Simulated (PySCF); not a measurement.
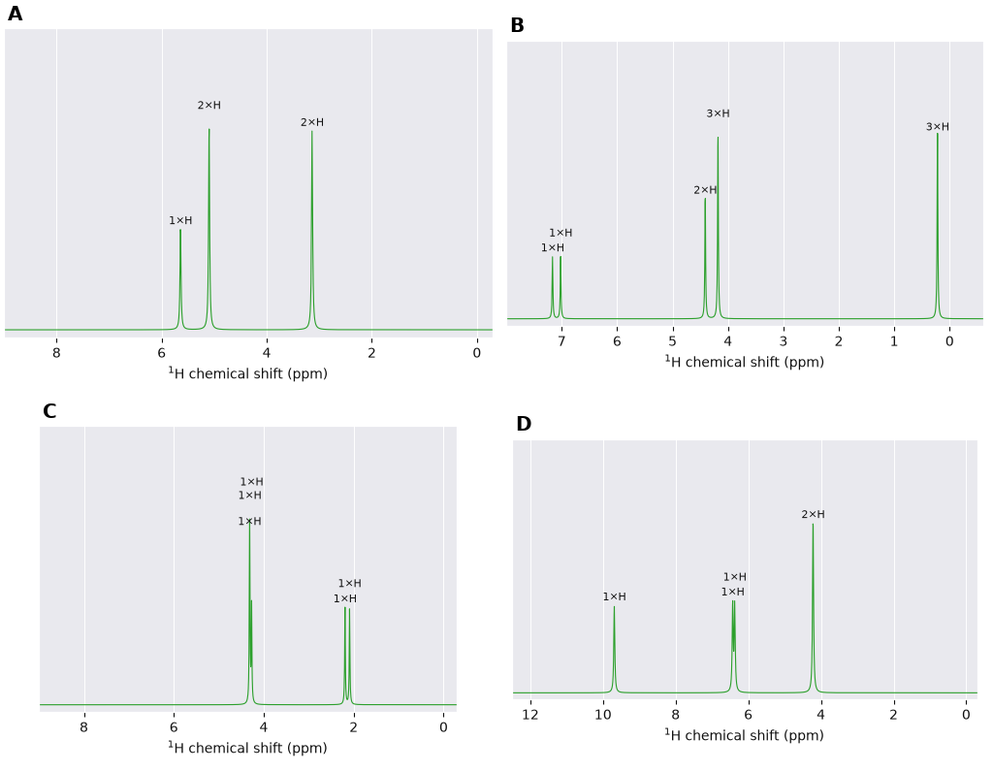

GIAO shifts, PBE0/pcSseg-1 in PySCF 2.14.0, at a GFN2-xTB geometry (no frequency check), against TMS for ¹H computed at the same level. Gas phase, fully decoupled, line heights follow the number of nuclei, widths are arbitrary (no quadrupolar broadening); values of one conformer, averaged over nuclei that symmetry or rotation about single bonds exchange, these motions taken as fast; other conformers aren't averaged in.

> Pair each panel with its molecule.
1. C₃H₁₀Si₂, SMILES C[SiH2]/C=C/[SiH3]
2. C₅H₅Cl₃, SMILES C=C=CCC(Cl)(Cl)Cl
3. C₆H₅ClO, SMILES C=C(C#CC=O)CCl
4. C₃H₅BF₂O₂S, SMILES O=S1(=O)CC[C@@H]1B(F)F

A: 2 (5.64 (1 H), 5.10 (2 H), 3.14 (2 H) ppm)
B: 1 (7.17 (1 H), 7.02 (1 H), 4.41 (2 H), 4.18 (3 H), 0.22 (3 H) ppm)
C: 4 (4.32 (1 H), 4.31 (1 H), 4.27 (1 H), 2.19 (1 H), 2.09 (1 H) ppm)
D: 3 (9.69 (1 H), 6.43 (1 H), 6.37 (1 H), 4.22 (2 H) ppm)

Caveats, for all or some of the runs: the tight-binding geometry is rougher than a DFT one and adds to the error.
